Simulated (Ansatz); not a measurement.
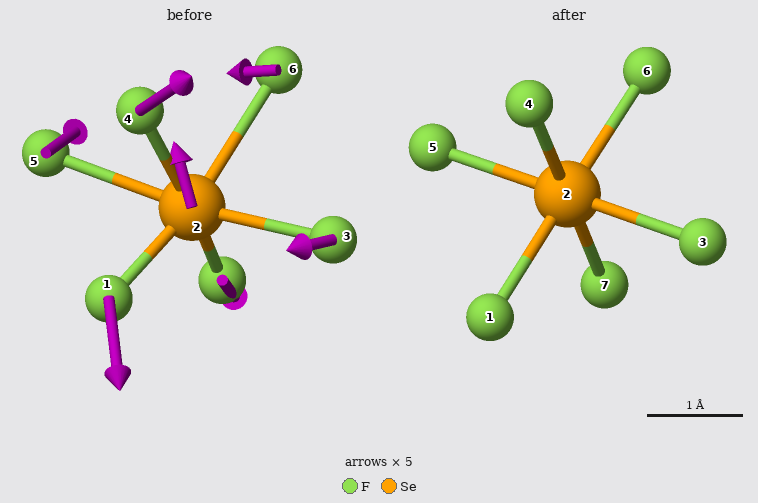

The structure of SeF₆ before (left) and after (right) a relaxation, at one scale. The purple arrows give the displacements, magnified 5 times.

The picture is a ball-and-stick view, seen face on.

Method: Ansatz 0.2.0, RKS wB97X/def2-TZVPP.

Input file:
```yaml
crystal:
  periodic: [false, false, false]
  atoms:
    - {symbol: F, position_ang: [-0.618587, -1.345378, -0.339622]}
    - {symbol: Se, position_ang: [0.032457, -0.122560, -0.057425]}
    - {symbol: F, position_ang: [1.436789, -0.556447, 0.722347]}
    - {symbol: F, position_ang: [-0.935961, -0.006361, 1.230029]}
    - {symbol: F, position_ang: [-1.496092, 0.459582, -0.686532]}
    - {symbol: F, position_ang: [0.592079, 1.541954, 0.421598]}
    - {symbol: F, position_ang: [0.718811, -0.041623, -1.315274]}
basis:
  gaussian: {orbitals: def2-TZVPP, fitting: {mean_field: def2-universal-jkfit}, final_grid: {core_spheres: 5, valence_spheres: 4, degree: 11}}
hamiltonian: {xc: {name: wB97X}, pseudopotentials: {relativity: scalar}}
relax: {f_tol: 0.001, max_steps: 3}
output: {forces: true}
```

Launched with:
```bash
ansatz run in.yaml --threads 2 --pin off --events-out ev --progress --plain --max-ram 20480MiB --backend cuda --devices 0, --max-vram 18GiB
```

### What changed between the two?

The relaxation stopped without meeting its thresholds, so the last structure isn't shown to be converged. The input was poor on purpose: steps. The largest moves after the best rigid fit, 0.24 Å, are those of F1 and F4. Largest moves by element: F 0.24 Å, Se 0.15 Å. Some distances before and after: F1–Se2 1.414 → 1.688 Å, Se2–F7 1.435 → 1.690 Å, Se2–F6 1.820 → 1.690 Å, Se2–F4 1.615 → 1.694 Å. Among the angles between lasting bonds that change: F1–Se2–F3 104.9° → 89.2°, F4–Se2–F5 74.9° → 90.2°, F1–Se2–F5 79.3° → 90.7°. Over 2 geometry steps the energy falls by 5.429 eV. Largest force component: 20 eV/Å at the start, 0.2 eV/Å at the end.
